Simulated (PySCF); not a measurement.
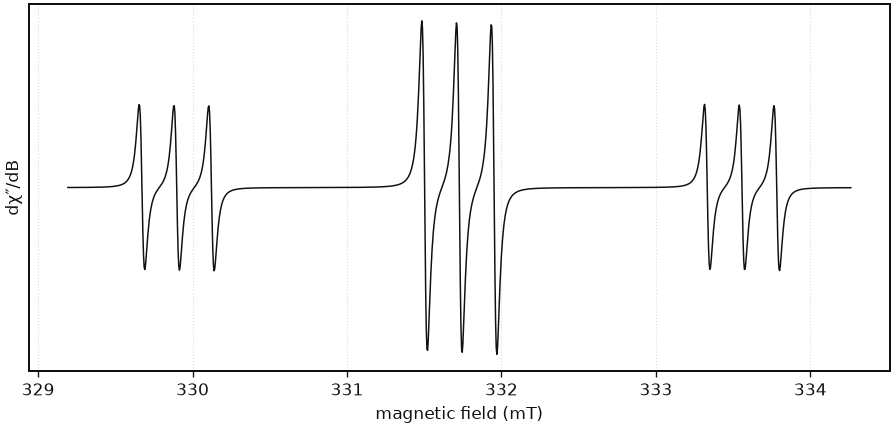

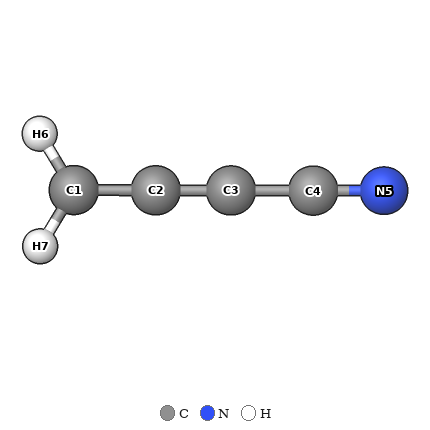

First-order isotropic EPR spectrum (fast tumbling, first derivative) of C₄H₂N (para-CH2CCCN radical), SMILES [CH2]C#CC#N, doublet at 9.30 GHz, Lorentzian lines of 0.06 mT full width at half height, from computed g and hyperfine couplings (B3LYP/pcH-1 (IGLO-III on C and IGLO-III on N) with PySCF 2.14.0, at a PBE0-D3(BJ)/def2-SVP geometry (no frequency check), gas phase); values of one conformer, averaged over methyl-type rotors alone; no vibrational averaging; dilute isotopes left out. The SMILES is one Lewis form and needn't show where the spin sits.

Which couplings does the calculation give? The spectrum shows the sizes of those above the line width, not their signs.

```
nuclei  isotope  a (mT)  a (MHz)
H6, H7       ¹H   −1.83    −51.4
    N5      ¹⁴N    0.23      6.3
```

What is the g value, and how wide is the spectrum?

g_iso = 2.0030, which centres the spectrum at 331.7 mT; it spans 4.1 mT.
